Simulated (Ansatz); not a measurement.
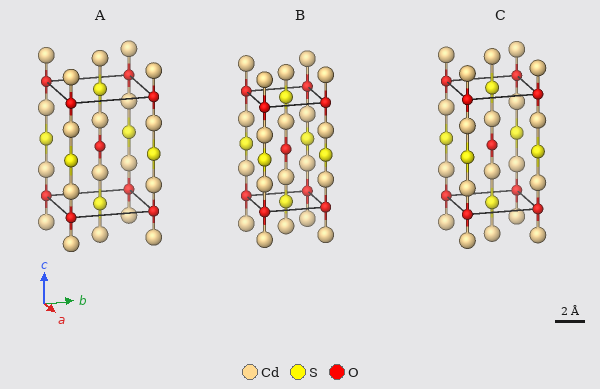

3 geometries from one relaxation of crystalline Cd2SO (a generated structure, set up in I4/mmm) (coarse preliminary run), in shuffled order. The picture is a ball-and-stick view of the conventional cell (2 times the calculation's cell), seen slightly off an axis. Lengths and directions refer to the drawn axes.

All numbers below come from DFT PBE, scalar-relativistic, plane waves, PAW (Ansatz). (plane-wave cutoff 420 eV; k-point mesh 6 × 6 × 6; occupations gaussian; smearing width 0.1 eV; no spin polarisation; cell and atoms relaxed; force threshold 0.04 eV/Å; at most 70 steps)

> Put them in the order of the run, from the start to the converged end.

B, C, A. They are steps 0, 7, 15, at +1753 meV per atom, +53.2 meV per atom relative to the last. The largest moves relative to the cell, 0.30 Å, are those of Cd atoms. S and O stay in place. The volume changes by +100.1 %, with a = b 4.533 → 6.133 Å (+35.3 %), c 7.710 → 8.430 Å (+9.3 %). Some distances before and after: Cd–S 1.812 → 2.284 Å, Cd–O 2.043 → 1.931 Å. The space group stays I4/mmm (No. 139). Over 12 accepted moves (15 points after the start) the energy falls by 1753 meV per atom. The largest force component goes from 19 to 0.0039 eV/Å. The pressure goes from 44.39 to 0.20 GPa. At 3 points the geometry stayed and the basis and grid were re-selected for the new cell (energy shift of 37.7 meV per atom at most each time).
